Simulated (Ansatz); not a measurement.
## Single-point calculation of SnAsH7S

System: SnAsH7S.
Method: RKS PBE0-D4/def2-TZVPP (Ansatz 0.2.0).

The geometry is the reactant side of a reaction. The reaction was set up to form Sn1–As7 and S2–H6 and to break Sn1–S2 and H6–As7 (atoms counted from 1 in the order of the input); sticks are drawn by distance alone. The geometry comes from this level: PBE0-D4/def2-TZVP.

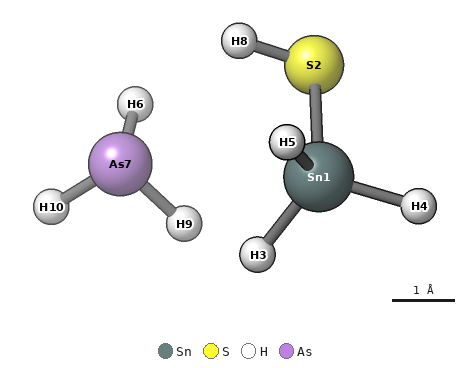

Fig. 1: The structure (ball-and-stick view, seen at a tilt; atoms are numbered from 1 in the order of the input). Sticks mark near contacts. Bond lengths as drawn: As–H 1.52 Å, H–S 1.34 Å, H–Sn 1.70 to 1.71 Å and S–Sn 2.41 Å.

Input
```yaml
crystal:
  periodic: [false, false, false]
  atoms:
    - {symbol: Sn, position_ang: [-1.363564, 1.124102, -1.150696]}
    - {symbol: S, position_ang: [-0.806269, 1.443824, 1.169501]}
    - {symbol: H, position_ang: [-0.819153, -0.404896, -1.673563]}
    - {symbol: H, position_ang: [-3.062115, 1.216971, -1.204986]}
    - {symbol: H, position_ang: [-0.634595, 2.363613, -2.064493]}
    - {symbol: H, position_ang: [1.679035, -1.299315, 2.154640]}
    - {symbol: As, position_ang: [1.664298, -1.353338, 0.635996]}
    - {symbol: H, position_ang: [0.494764, 1.661112, 0.914730]}
    - {symbol: H, position_ang: [0.353986, -2.120967, 0.610577]}
    - {symbol: H, position_ang: [2.493614, -2.631007, 0.608396]}
basis:
  gaussian: {orbitals: def2-TZVPP}
hamiltonian: {xc: pbe0, dispersion: d4}
output: {orbitals: {seedname: orbitals}}
```

Hardware: 8 threads of Arm Neoverse V2, 23 GiB of memory available, shared host.

Command:
```bash
ansatz run in.yaml --threads 8 --pin off --events-out ev --progress --plain --max-ram 19148MiB
```

Log
```
Functional definition: PBE0
  name "PBE0"
  cite "Adamo & Barone, J. Chem. Phys. 110, 6158 (1999) doi:10.1063/1.478522"
  cite "Perdew, Burke & Ernzerhof, Phys. Rev. Lett. 77, 3865 (1996) doi:10.1103/PhysRevLett.77.3865"
  parent pbe
  parameter a = 0.25
  parameter kappa = 0.804
  parameter beta = 0.06672455060314922
  exchange = (1 - a)*pbe_x(kappa = kappa, mu = beta*pi^2/3) + a*exact_x
  correlation = pbe_c(beta = beta)
1612 factors; their error is unknown
mean field evaluation 1: about -77610.0103 eV, gradient 2.0e1 eV
mean field evaluation 2: about -77610.2095 eV, gradient 1.8e1 eV
mean field evaluation 4: about -77610.8857 eV, gradient 7.2e-1 eV
mean field evaluation 8: about -77611.2175 eV, gradient 4.8e-1 eV
mean field evaluation 16: about -77611.2177 eV, gradient 3.0e-5 eV
mean field -77611.21769587 eV, -2852.1596435504 hartree, gradient 3.0e-5 eV, S^2 0.000000; 0 other end points of the search recorded, 0 dependent functions left out
reference -77611.21773606 eV, -2852.1596450272 hartree; 39, 39 occupied and 199, 199 virtual orbitals, 1612 factors
Total energy: -77611.41240166 eV, -2852.1667988562 hartree
```

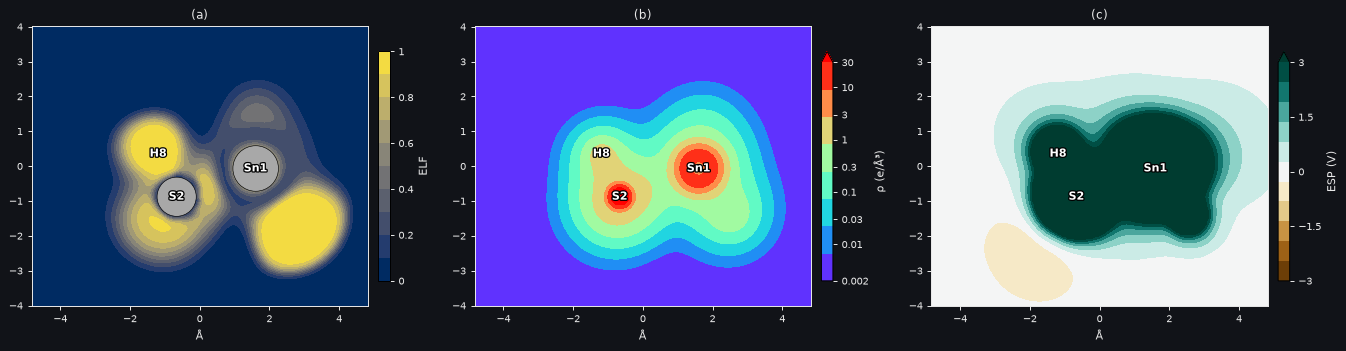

Fig. 2: (a) electron localisation function; (b) electron density; (c) molecular electrostatic potential on the plane of atoms Sn1, S2 and H8. Grey discs, where drawn, cover atomic cores. Atoms in the plane: Sn, S and H. S–H (1.34 Å): ρ is about 1.5 e/Å³ halfway; the ELF climbs to about 1 towards the hydrogen, as it does in any bond to H.

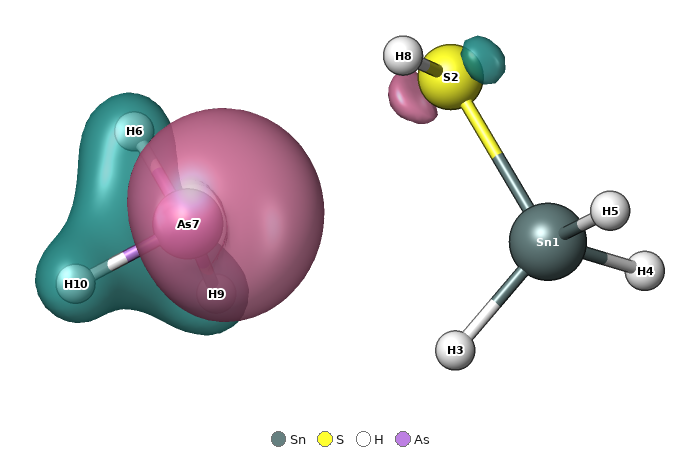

Fig. 3: The HOMO−1 at ±0.15 Å⁻³ᐟ² (teal and pink are the two phases), seen face on. Its energy is −7.79 eV.

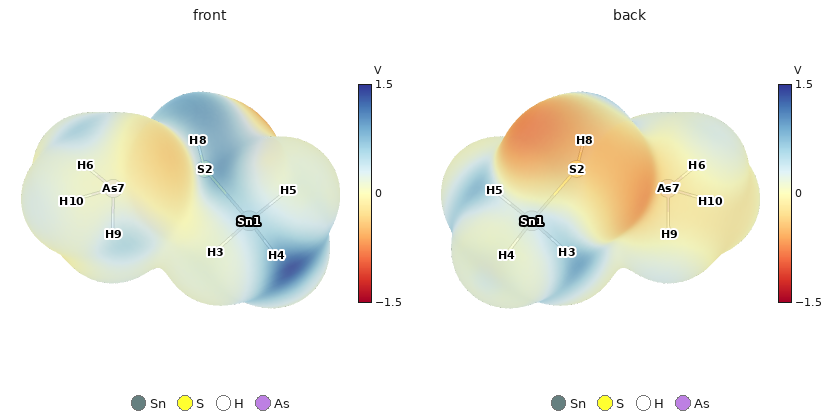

Fig. 4: The electrostatic potential painted on the density surface at 0.001 e/bohr³, seen at a tilt and from behind; red is negative and blue positive. A positive charge is drawn to the negative regions and a negative charge to the positive ones.

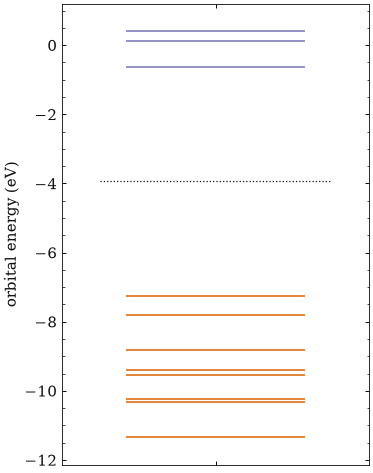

Fig. 5: Orbital energies near the frontier; the dotted line parts filled from empty levels, and levels within 0.02 eV of each other stand side by side. Highest filled −7.26 eV, lowest empty −0.62 eV, 6.64 eV apart.

Summary

- outcome: converged
- total energy: −77611.4124 eV
- mean-field energy: −77611.2177 eV
- dispersion energy: −0.1947 eV
- SCF solution under orbital rotations: stable
- HOMO: −7.26 eV
- LUMO: −0.62 eV
- wall time: 2.1 s (CPU time 14 s)
- peak memory: 0.73 GiB
